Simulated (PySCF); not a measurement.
# One shape, several levels: SiN2H6O2 (SMILES N[Si](N)(O)O)

Aim: a comparison of 6 runs (B3LYP/6-31G*, BHLYP/6-31G*, M06-L/6-31G*, TPSS/6-31G*, revPBE/6-31G*, CCSD(T)/6-31G*) of SiN2H6O2. Input form: a Python script.

The results are computed with PySCF 2.14.0.

1 further run of the same task is left out (set aside as unsound or not needed).

## Step 1: The molecule

The species is SiN2H6O2 (11 atoms), meant as a singlet with charge 0. SMILES: `N[Si](N)(O)O`. Geometry: relaxed at PBE0-D4/def2-TZVP. This is one conformer, not always the lowest.

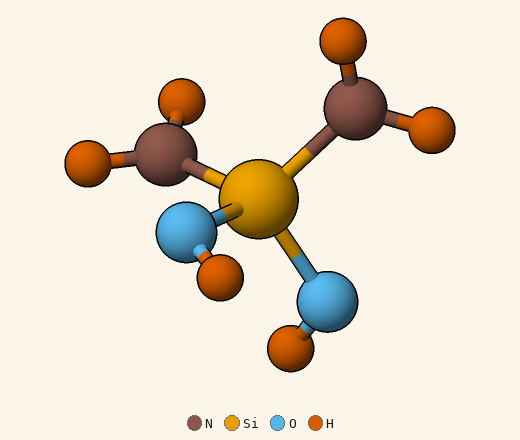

The structure, seen from a chosen angle (nitrogen brown, silicon amber, oxygen blue, hydrogen orange).

## Step 2: The energy at B3LYP/6-31G(d) (spherical functions) (run 1)

Contents of run.py:

```python
# N[Si](N)(O)O
from pyscf import gto, dft

mol = gto.M(
    atom=[
    ('N', (-1.169000, 0.968200, 0.528400)),
    ('Si', (0.075700, 0.030500, -0.149300)),
    ('N', (0.564900, -1.225600, 0.880900)),
    ('O', (1.501200, 0.802900, -0.441600)),
    ('O', (-0.608500, -0.453100, -1.568700)),
    ('H', (-1.020700, 1.577900, 1.313000)),
    ('H', (-1.968400, 1.228300, -0.022700)),
    ('H', (1.533900, -1.432600, 1.044000)),
    ('H', (-0.054900, -1.654600, 1.543700)),
    ('H', (1.504400, 1.391500, -1.197300)),
    ('H', (-0.293200, -1.290400, -1.910000)),
],
    spin=0,
    max_memory=1860,
    verbose=3,
    basis='6-31g*',
)

mf = dft.RKS(mol, xc='b3lyp')
mf.conv_tol = 1e-10
mf.grids.level = 5
mf.kernel()
if not mf.converged:
    mf = mf.newton().run(mf.mo_coeff, mf.mo_occ)

energy = mf.e_tot
print('E(%s) = %.9f' % ('B3LYP', energy))
```

Command:

```
OMP_NUM_THREADS=1 python run.py
```

What it wrote:

```text
converged SCF energy = -553.189727879962
E(B3LYP) = -553.189727880
```

Run time: 26 s. Hardware: 1 thread of Arm Neoverse V1, shared host; peak memory 0.44 GiB.

## Step 3: A single-point energy at BHLYP/6-31G(d) (spherical functions) (run 2)

Contents of input.xyz:

```xyz
11

N     -1.169000     0.968200     0.528400
Si     0.075700     0.030500    -0.149300
N      0.564900    -1.225600     0.880900
O      1.501200     0.802900    -0.441600
O     -0.608500    -0.453100    -1.568700
H     -1.020700     1.577900     1.313000
H     -1.968400     1.228300    -0.022700
H      1.533900    -1.432600     1.044000
H     -0.054900    -1.654600     1.543700
H      1.504400     1.391500    -1.197300
H     -0.293200    -1.290400    -1.910000
```

Contents of run.py:

```python
from pyscf import gto, dft

molecule = gto.Mole()
molecule.atom = 'input.xyz'
molecule.max_memory = 1860
molecule.basis = '6-31g*'
molecule.spin = 0
molecule.verbose = 3
molecule.build()

mf = dft.RKS(molecule)
mf.xc = 'bhandhlyp'
mf.grids.level = 5
mf.conv_tol = 1e-10
mf.kernel()
if not mf.converged:
    mf = mf.newton().run(mf.mo_coeff, mf.mo_occ)

e_final = mf.e_tot
print(f'total energy: {e_final:.8f} hartree')
```

Command:

```
OMP_NUM_THREADS=1 python run.py
```

What it wrote:

```text
converged SCF energy = -553.040731042466
total energy: -553.04073104 hartree
```

Wall time 26 s (1 thread of Arm Neoverse V1, shared host); peak memory 0.44 GiB.

Runs 3 to 5 aren't shown in full; the table further down has their settings and results.

## Step 4: A single-point energy at CCSD(T)/6-31G(d) (spherical functions) (run 6)

Contents of mol.xyz:

```xyz
11

N     -1.169000     0.968200     0.528400
Si     0.075700     0.030500    -0.149300
N      0.564900    -1.225600     0.880900
O      1.501200     0.802900    -0.441600
O     -0.608500    -0.453100    -1.568700
H     -1.020700     1.577900     1.313000
H     -1.968400     1.228300    -0.022700
H      1.533900    -1.432600     1.044000
H     -0.054900    -1.654600     1.543700
H      1.504400     1.391500    -1.197300
H     -0.293200    -1.290400    -1.910000
```

Contents of input.py:

```python
from pyscf import gto, scf, cc

mol = gto.M(
    atom='mol.xyz',
    spin=0,
    max_memory=1860,
    basis='6-31g*',
    verbose=4,
    charge=0,
)

myscf = scf.RHF(mol)
myscf.conv_tol = 1e-10
myscf.kernel()
if not myscf.converged:
    myscf = myscf.newton().run(myscf.mo_coeff, myscf.mo_occ)

mycc = cc.CCSD(myscf, frozen=9)
mycc.kernel()
e_t = mycc.ccsd_t()
etot = mycc.e_tot + e_t
print('E = %.10f Eh' % etot)
```

Command:

```
OMP_NUM_THREADS=1 python input.py
```

What it wrote:

```text
PySCF version 2.14.0

[... 67 lines left out ...]
converged SCF energy = -551.186348754242
[... 12 lines left out ...]
Init t2, MP2 energy = -551.946108092555  E_corr(MP2) -0.759759338313694
[... 11 lines left out ...]
CCSD converged
[... 2 lines left out ...]
E = -551.9945113863 Eh
```

Run time: 45 s. Hardware: 1 thread of Arm Neoverse V1, shared host; peak memory 0.45 GiB.

## Step 5: The series

```csv
run,level,integration grid,frozen core orbitals,energy (Eh),dipole moment (D) of the reference,HOMO energy (eV),LUMO energy (eV),wall time
1,B3LYP/6-31G* (spherical functions),5,–,-553.189728,0.27,-6.42,1.52,26 s
2,BHLYP/6-31G* (spherical functions),5,–,-553.040731,0.26,-8.19,2.71,26 s
3,M06-L/6-31G* (spherical functions),5,–,-553.138777,0.25,-5.49,1.80,49 s
4,TPSS/6-31G* (spherical functions),5,–,-553.211464,0.26,-5.25,1.16,50 s
5,revPBE/6-31G* (spherical functions),5,–,-553.011362,0.27,-5.09,1.02,27 s
6,CCSD(T)/6-31G* (spherical functions),–,9,-551.994511,0.23,-10.59,5.30,45 s
```

## Step 6: Results

```
                                          quantity          value
                               run 6: total energy  -551.99451 Eh
       run 6: dipole moment (Hartree–Fock density)         0.23 D
        run 6: HOMO energy (Hartree–Fock orbitals)      -10.59 eV
        run 6: LUMO energy (Hartree–Fock orbitals)        5.30 eV
      run 6: HOMO–LUMO gap (Hartree–Fock orbitals)       15.88 eV
run 6: correlation energy (9 core orbitals frozen)     -808.2 mEh
                             run 6: (T) correction     -14.30 mEh
                              run 6: T1 diagnostic          0.010
```

What this shows: Over runs 1, 2, 3, 4, 5 the dipole moment (its size) runs from 0.25 D (M06-L/6-31G*) to 0.27 D (revPBE/6-31G*). Over runs 1, 2, 3, 4, 5 the HOMO–LUMO gap runs from 6.11 eV (revPBE/6-31G*) to 10.90 eV (BHLYP/6-31G*). Totals of different functionals can't be ranked against each other. All runs together took 3.7 min, the longest 50 s.
